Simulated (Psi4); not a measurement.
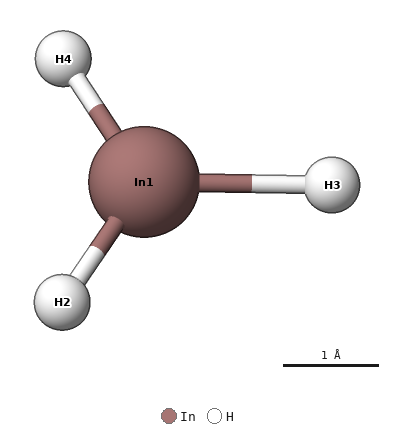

Fig. 1: The input geometry (ball-and-stick view, seen at a tilt; atoms are numbered from 1 in the order of the input). Sticks mark near contacts. Bond lengths as drawn: H–In 1.72 to 1.98 Å.

## Single-point calculation, with input and output: InH$_{3}$

- system: InH$_{3}$, SMILES [H][In]([H])[H]
- method: wB97M-V/def2-TZVPPD, RKS, core potentials def2 (Psi4 1.11)

A bond length was changed on purpose from its optimised value.

### Input file (run.py)
```python
import numpy as np
from ase.calculators.psi4 import Psi4
from ase import Atoms

atoms = Atoms(['In', 'H', 'H', 'H'], positions=[
    [0.125915, -0.226066, 0.002046],
    [1.844205, -0.253116, 0.016096],
    [-0.834510, 1.501400, -0.017780],
    [-0.759785, -1.698206, 0.007396],
])
calc = Psi4(atoms=atoms, method='wb97m-v', basis='def2-TZVPPD', memory='1600MB', num_threads=1, charge=0, multiplicity=1, label='calc')
calc.psi4.set_options({'puream': True, 'e_convergence': 1e-09, 'd_convergence': 1e-08, 'scf_type': 'pk', 'dft_radial_points': 99, 'dft_spherical_points': 590})
atoms.calc = calc

print(f'energy: {atoms.get_potential_energy():.6f} eV')
```

Machine: 1 thread of Intel Xeon (Granite Rapids), 64 GiB of memory available, shared host.

Command:
```bash
python run.py
```

### The program's output
```
=> Loading Basis Set <=

    Name: DEF2-TZVPPD
    Role: ORBITAL
    Keyword: BASIS

    !!!  WARNING: ECP capability is in beta. Please check occupations closely.  !!!

         ---------------------------------------------------------
                                   SCF
                              RKS Reference
                        1 Threads,   1525 MiB Core
         ---------------------------------------------------------

  ==> Geometry <==

    Molecular point group: c1
    Full point group: C1

    Geometry (in Angstrom), charge = 0, multiplicity = 1:

       Center              X                  Y                   Z               Mass
    ------------   -----------------  -----------------  -----------------  -----------------
         IN           0.001092497277    -0.001950881280     0.000003640661   114.903878776000
         H            1.719382497277    -0.029000881280     0.014053640661     1.007825032230
         H           -0.959332502723     1.725515118720    -0.019822359339     1.007825032230
         H           -0.884607502723    -1.474090881280     0.005353640661     1.007825032230

  Running in c1 symmetry.

  Rotational constants: A =      3.77191  B =      3.11082  C =      1.70481 [cm^-1]
  Rotational constants: A = 113079.07698  B =  93260.11959  C =  51108.91243 [MHz]
  Nuclear repulsion =   19.064935287278647

  Charge       = 0
  Multiplicity = 1
  Electrons    = 24
  Nalpha       = 12
  Nbeta        = 12

  ==> Algorithm <==

  SCF Algorithm Type is PK.
  DIIS enabled.
  MOM disabled.
  Fractional occupation disabled.
  Guess Type is SAD.
  Energy threshold   = 1.00e-09
  Density threshold  = 1.00e-08
  Integral threshold = 1.00e-12

  ==> Primary Basis <==

  Basis Set: DEF2-TZVPPD
    Blend: DEF2-TZVPPD
    Number of shells: 39
    Number of basis functions: 107
    Number of Cartesian functions: 120
    Spherical Harmonics?: true
    Max angular momentum: 3

  Core potential: DEF2-TZVPPD
    Number of shells: 4
    Number of ECP primitives: 18
    Number of ECP core electrons: 28
    Max angular momentum: 3

  ==> DFT Potential <==

   => LibXC <=

    Version 7.1.2

   => Composite Functional: WB97M-V <=

    wB97M-V Hyb-GGA Exchange-Correlation Functional

    Deriv               =              1
    GGA                 =           TRUE
    Meta                =           TRUE

    Exchange Hybrid     =           TRUE
    MP2 Hybrid          =          FALSE

   => Exchange-Correlation Functionals <=

    1.0000   wB97M-V exchange-correlation functional

   => Exact (HF) Exchange <=

    0.8500            HF,LR [omega = 0.3000]
    0.1500               HF

   => LibXC Density Thresholds  <==

    XC_HYB_MGGA_XC_WB97M_V:  1.00E-13

   => VV10 Non-Local Parameters <=

    VV10 B              =     6.0000E+00
    VV10 C              =     1.0000E-02

   => Molecular Quadrature <=

    Radial Scheme          =       TREUTLER
    Pruning Scheme         =           NONE
    Nuclear Scheme         =       TREUTLER

    Blocking Scheme        =         OCTREE
    BS radius alpha        =              1
    Pruning alpha          =              1
    Radial Points          =             99
    Spherical Points       =            590
    Total Points           =         226148
    Total Blocks           =           1675
    Max Points             =            256
    Max Functions          =            107
    Weights Tolerance      =       1.00E-15

  ==> Integral Setup <==

  Using in-core PK algorithm.
   Calculation information:
      Number of atoms:                   4
      Number of AO shells:              39
      Number of primitives:             58
      Number of atomic orbitals:       120
      Number of basis functions:       107

      Integral cutoff                 1.00e-12
      Number of threads:                 1

  Performing in-core PK
  Using 50086593 doubles for integral storage.
  We computed 302871 shell quartets total.
  Whereas there are 304590 unique shell quartets.

  Computing range-separated integrals for PK
  We computed 302871 wK shell quartets total.
  Whereas there are 304590 wK unique shell quartets.

  ==> DiskJK: Disk-Based J/K Matrices <==

    J tasked:                  Yes
    K tasked:                  Yes
    wK tasked:                 Yes
    Omega:               3.000E-01
    Memory [MiB]:             1000
    Schwarz Cutoff:          1E-12

  Cached 9.1% of DFT collocation blocks in 0.130 [GiB].

  Minimum eigenvalue in the overlap matrix is 6.1536402568E-04.
  Reciprocal condition number of the overlap matrix is 1.1095062508E-04.
    Using symmetric orthogonalization.

  ==> Pre-Iterations <==

  SCF Guess: Superposition of Atomic Densities via on-the-fly atomic UHF (no occupation information).

   -------------------------
    Irrep   Nso     Nmo
   -------------------------
     A        107     107
   -------------------------
    Total     107     107
   -------------------------

  ==> Iterations <==

                        Total Energy        Delta E     RMS |[F,P]|

   @RKS iter SAD:  -190.67118792946798   -1.90671e+02   0.00000e+00
   @RKS iter   1:  -191.73488664946174   -1.06370e+00   4.05195e-03 ADIIS/DIIS
   @RKS iter   2:  -191.78409379797588   -4.92071e-02   3.10967e-03 ADIIS/DIIS
   @RKS iter   3:  -191.81361380681366   -2.95200e-02   1.06199e-04 ADIIS/DIIS
   @RKS iter   4:  -191.81367484901199   -6.10422e-05   1.87377e-05 DIIS
   @RKS iter   5:  -191.81367806368715   -3.21468e-06   7.46006e-06 DIIS
   @RKS iter   6:  -191.81367834766490   -2.83978e-07   1.15305e-06 DIIS
   @RKS iter   7:  -191.81367837158547   -2.39206e-08   2.23592e-07 DIIS
   @RKS iter   8:  -191.81367837272188   -1.13641e-09   3.87892e-08 DIIS
   @RKS iter   9:  -191.81367837276269   -4.08136e-11   8.00806e-09 DIIS
  Energy and wave function converged.

  ==> Post-Iterations <==

   Electrons on quadrature grid:
      Ntotal   =   23.9999998631 ; deviation = -1.369e-07

    Orbital Energies [Eh]
    ---------------------

    Doubly Occupied:

       1A     -4.827678     2A     -3.228777     3A     -3.215635
       4A     -3.215572     5A     -0.892426     6A     -0.885148
       7A     -0.884770     8A     -0.881393     9A     -0.877899
      10A     -0.529835    11A     -0.387203    12A     -0.366225

    Virtual:

      13A     -0.018009    14A      0.021977    15A      0.045832
      16A      0.059155    17A      0.061899    18A      0.073387
      19A      0.073418    20A      0.076819    21A      0.083737
      22A      0.107131    23A      0.111920    24A      0.174370
      25A      0.187739    26A      0.209533    27A      0.245723
      28A      0.246889    29A      0.260044    30A      0.279056
      31A      0.281430    32A      0.287122    33A      0.318380
      34A      0.334575    35A      0.338688    36A      0.370902
      37A      0.373316    38A      0.408165    39A      0.454576
      40A      0.473208    41A      0.530029    42A      0.530780
      43A      0.582642    44A      0.622826    45A      0.673952
      46A      0.701538    47A      0.767182    48A      0.791045
      49A      0.792398    50A      0.804010    51A      0.921658
      52A      0.959723    53A      0.964548    54A      0.981408
      55A      1.016325    56A      1.025625    57A      1.033362
      58A      1.069562    59A      1.087096    60A      1.162381
      61A      1.191650    62A      1.207043    63A      1.252842
      64A      1.343427    65A      1.481912    66A      1.608063
      67A      1.686411    68A      2.270464    69A      2.307308
      70A      2.314240    71A      2.314964    72A      2.320980
      73A      2.365970    74A      2.429086    75A      2.668435
      76A      2.739452    77A      2.756108    78A      3.137191
      79A      3.222879    80A      3.269394    81A      3.271332
      82A      3.288477    83A      3.290290    84A      3.338224
      85A      3.378970    86A      3.402939    87A      3.419687
      88A      3.468870    89A      3.495758    90A      3.617528
      91A      3.656336    92A      3.756211    93A      3.878841
      94A      3.901324    95A      3.904094    96A      3.925312
      97A      3.944326    98A      3.956104    99A      4.166926
     100A      4.302829   101A      4.538903   102A      4.625842
     103A     38.350787   104A     38.986610   105A     39.323168
     106A     39.440831   107A    125.346937

    Final Occupation by Irrep:
              A
    DOCC [    12 ]
    NA   [    12 ]
    NB   [    12 ]

  @RKS Final Energy:  -191.81367837276269

   => Energetics <=

    Nuclear Repulsion Energy =             19.0649352872786473
    One-Electron Energy =                -374.2696732171011718
    Two-Electron Energy =                 175.3613723626293961
    DFT Exchange-Correlation Energy =     -12.0638737946492967
    Empirical Dispersion Energy =           0.0000000000000000
    VV10 Nonlocal Energy =                  0.0935609890797257
    Total Energy =                       -191.8136783727626948

Computation Completed

Properties will be evaluated at   0.000000,   0.000000,   0.000000 [a0]

Properties computed using the SCF density matrix

 Multipole Moments:

 ------------------------------------------------------------------------------------
     Multipole            Electronic (a.u.)      Nuclear  (a.u.)        Total (a.u.)
 ------------------------------------------------------------------------------------

 L = 1.  Multiply by 2.5417464519 to convert [e a0] to [Debye]
 Dipole X            :          0.3173780           -0.1920246            0.1253533
 Dipole Y            :         -0.5678644            0.3429000           -0.2249645
 Dipole Z            :          0.0022296           -0.0006399            0.0015897
 Magnitude           :                                                    0.2575364

 ------------------------------------------------------------------------------------

	total time  =         33 seconds =       0.55 minutes
```

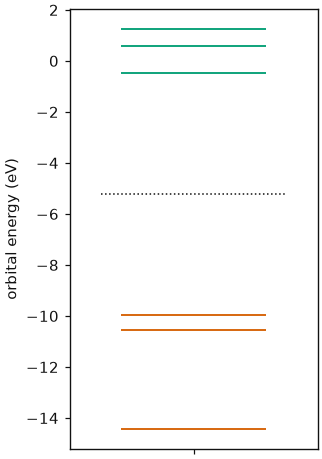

Fig. 2: Orbital energies near the frontier; the dotted line parts filled from empty levels, and levels within 0.02 eV of each other stand side by side. Highest filled −9.97 eV, lowest empty −0.49 eV, 9.48 eV apart.

### Summary

- outcome: converged
- total energy: −191.813678 hartree
- basis functions: 107
- HOMO: −9.97 eV
- LUMO: −0.49 eV
- dipole moment: 0.65 D
- wall time: 35 s
- peak memory: 0.74 GiB
